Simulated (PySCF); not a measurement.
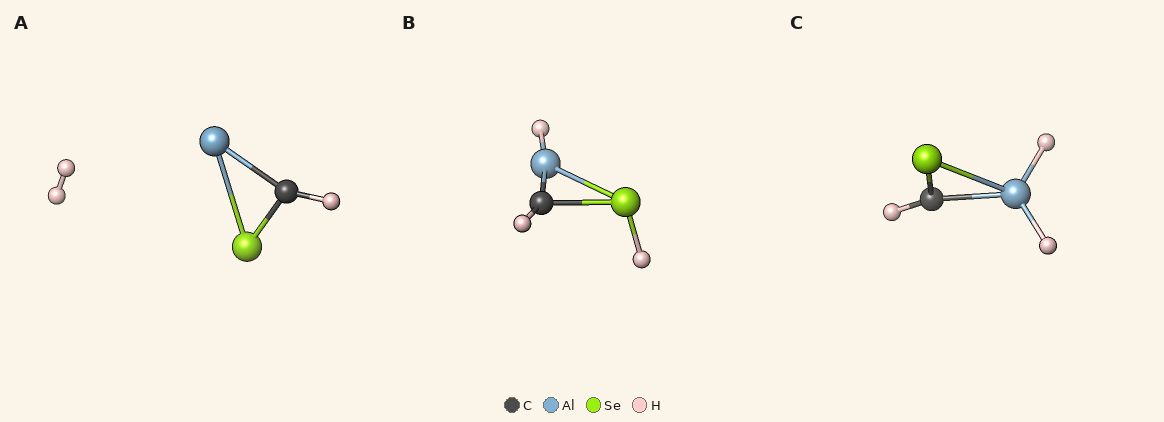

3 stationary structures of one formula. Geometries: PBE-D4/def2-SVP. Electronic energies: PBE-D4/def2-SVP (PySCF 2.14.0), without zero-point energy. No frequency run is at hand to confirm each as a minimum.

### Rank them by energy, lowest first.

C is lowest; B lies 0.913 eV above it (C1), A lies 1.074 eV above it (C1).
